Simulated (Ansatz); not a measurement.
The reference is GaN in the zinc blende structure (space group F-43m, No. 216; a = 4.498 Å). Axes: x, y, z lie along the cube axes.

The change: tensor shear ε_xy = +0.86 % (engineering shear γ = 0.0172); the atoms relax in the strained cell.

All numbers come from Ansatz (a quantum-chemistry and plane-wave program), r2SCAN, PAW, cutoff 500 eV, without spin-orbit coupling.

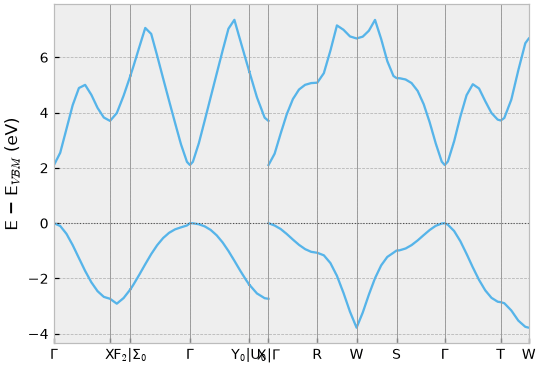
Fig. 1. Highest valence and lowest conduction band along the path of the changed cell's own zone

The gap is 2.10 eV, direct at Γ; the base has 2.17 eV.

Whether these cells are dynamically stable was not tested. This is not the structure that GaN has at room temperature and ambient pressure. Labels are those of the standard path for the cell's own space group.
